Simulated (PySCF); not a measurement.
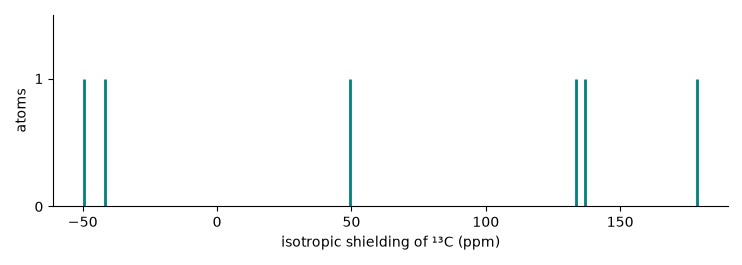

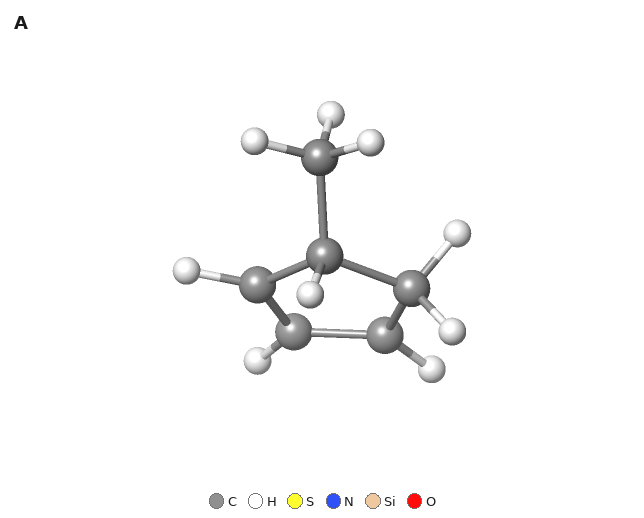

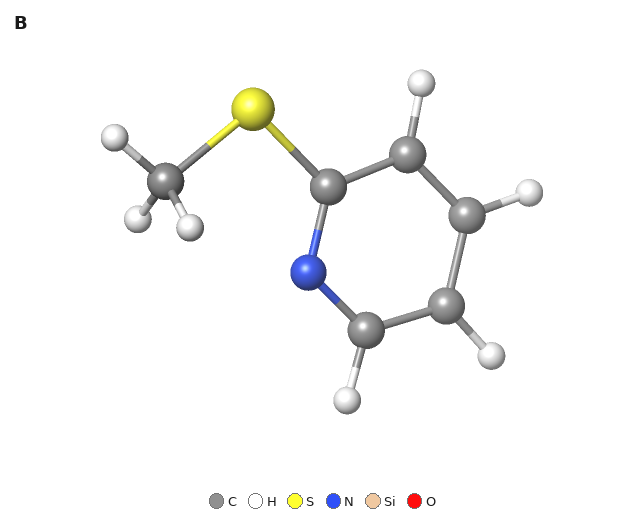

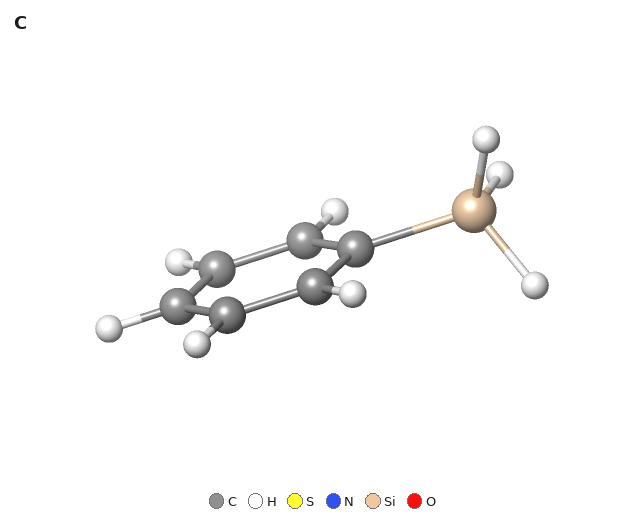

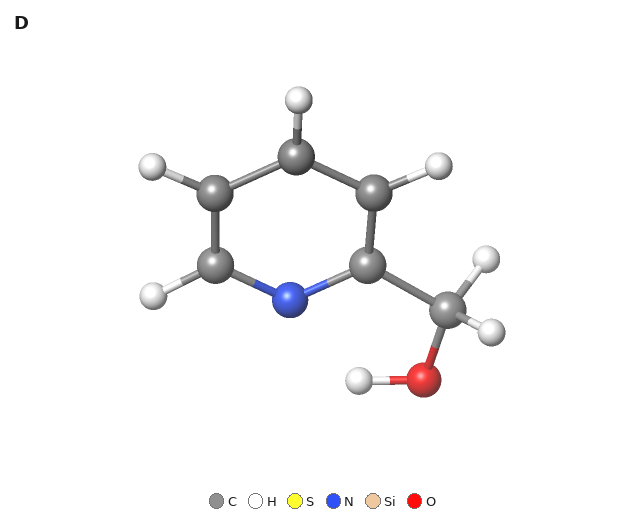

The sticks are computed shieldings of one of the molecules, for one fixed geometry (PBE0-D3(BJ)/def2-SVP) without averaging over rotations. Low shielding means a high chemical shift. Method: GIAO PBE0/def2-SVP NMR shielding, non-relativistic, gas phase (PySCF 2.14.0).

> Which molecule gives this pattern?

A, `C[C@H]1[CH+]C=CC1`. Its 6 C atoms give lines at −49.6, −41.6, 49.4, 133.5, 136.9, 178.7 ppm.
